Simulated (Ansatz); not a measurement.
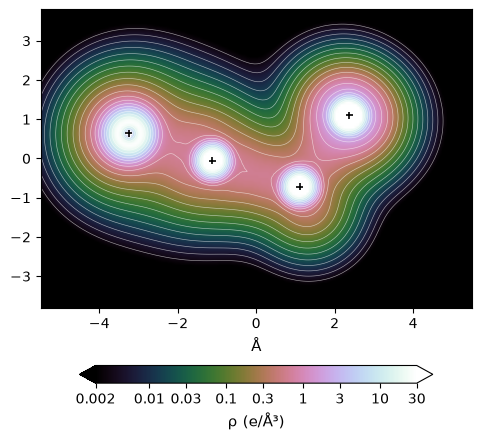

The electron density on a plane through atoms (crosses mark nuclei in the plane).

Theory: isolated molecule in a Gaussian basis; Kohn-Sham density functional theory, functional PBE0 (Ansatz).

Candidates:
A. BGeH$_{2}$OSi (charge −1)
B. BrFHSbSi$_{2}$
C. BClFH$_{3}$SiSn

Question: Which candidate gave the map?

Answer: Candidate B: BrFHSbSi$_{2}$ on the plane of atoms Br1, Si4 and Si5, which holds Br, Sb and Si. Si–Br (2.21 Å): ρ at the midpoint is about 0.8 e/Å³. Si–Sb (2.25 Å): ρ at the midpoint is about 0.67 e/Å³.
